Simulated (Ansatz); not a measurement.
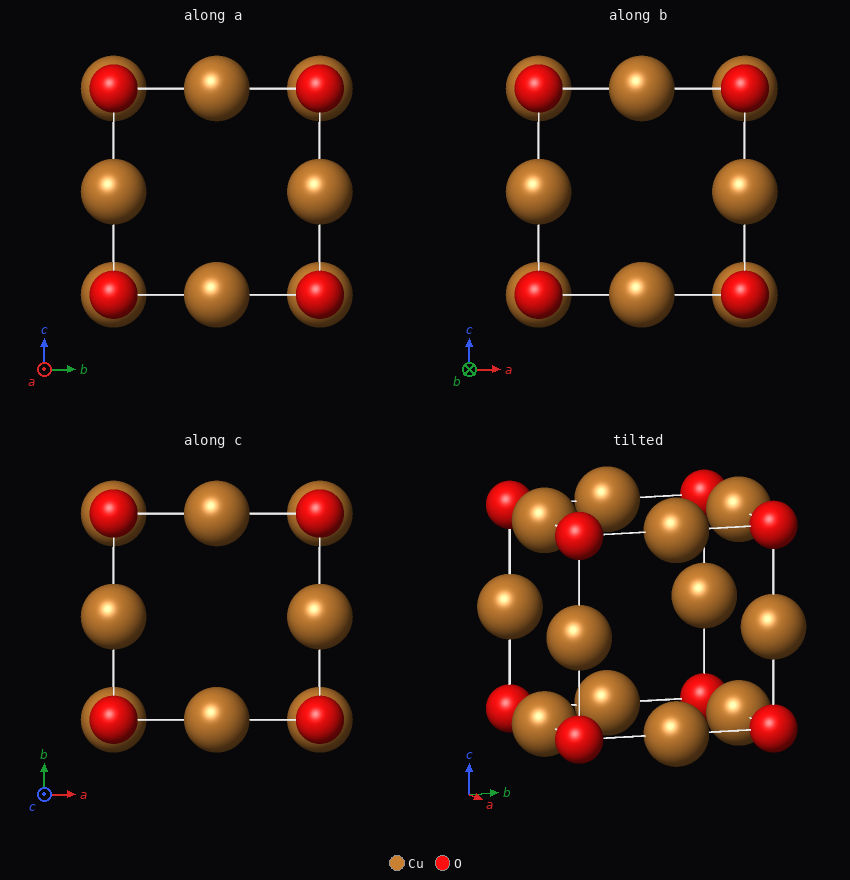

A spheres-only rendering, viewed along the a axis, along the b axis, along the c axis and slightly off an axis. Atoms at the boundary of the conventional unit cell (the box) are drawn once for each face, edge or corner they touch.

Lattice parameters: a = 3.981 Å, b = 3.981 Å, c = 3.981 Å, α = 90.00°, β = 90.00°, γ = 90.00°.

> From the views, write a table of Wyckoff sites.

Space group Pm-3m (No. 221).
| atom | site | x | y | z |
| --- | --- | --- | --- | --- |
| Cu | 3d | 0.5000 | 0.0000 | 0.0000 |
| O | 1a | 0.0000 | 0.0000 | 0.0000 |

The structure comes from a structure type filled with these elements by a generator (whether the compound takes this form wasn't checked). A relaxation with DFT PBE, scalar-relativistic, plane waves, PAW in Ansatz 0.2.0 gave the geometry drawn.
